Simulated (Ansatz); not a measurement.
ClF2H3NOTa···HCl

```xyz
11

Ta   -0.0009   -0.3362    0.0651
N     1.9617    0.0359   -0.2536
H     2.6101    0.0411    0.5353
H     2.4476   -0.2158   -1.1133
F     0.5554   -0.1677    1.8735
Cl   -0.0332   -1.0125   -2.1985
O    -0.9902    1.2422   -0.0750
H    -0.6615    2.1431   -0.2666
F    -0.9966   -1.8615    0.5606
Cl    1.4497    3.2610   -0.6842
H     1.8356    2.0033   -0.5407
```

Core potentials replace the inner electrons of Ta.

Theory: RKS B3LYP/def2-SVP (Ansatz).

Q: What will maps of the electron density and electron localisation function show?

A: N2···H11 (1.99 Å): the density falls to about 0.2 e/Å³ on the way; the ELF dips to about 0.20 between them.
Ta–O (1.87 Å): ρ at the midpoint is about 1.1 e/Å³; the ELF peaks at about 0.85 in the valence shell of O, 0.5 Å from its nucleus, and drops to about 0.30 between the two atoms.
Ta–F (1.89 Å): ρ is about 0.98 e/Å³ halfway; the ELF peaks at about 0.85 in the valence shell of F, 0.5 Å from its nucleus, and drops to about 0.20 between the two atoms.
Ta–N (2.02 Å): ρ at the midpoint is about 0.89 e/Å³; the ELF peaks at about 0.90 in the valence shell of N, 0.6 Å from its nucleus, and is about 0.35 at the midpoint.

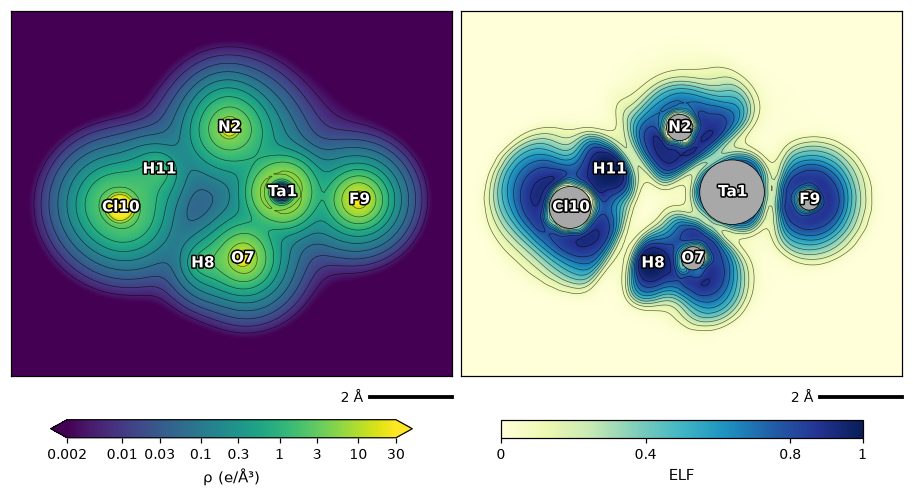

Computed electron density and electron localisation function on the plane of atoms Ta1, O7 and H8, in this order. Grey discs cover the atomic cores in the ELF map. 
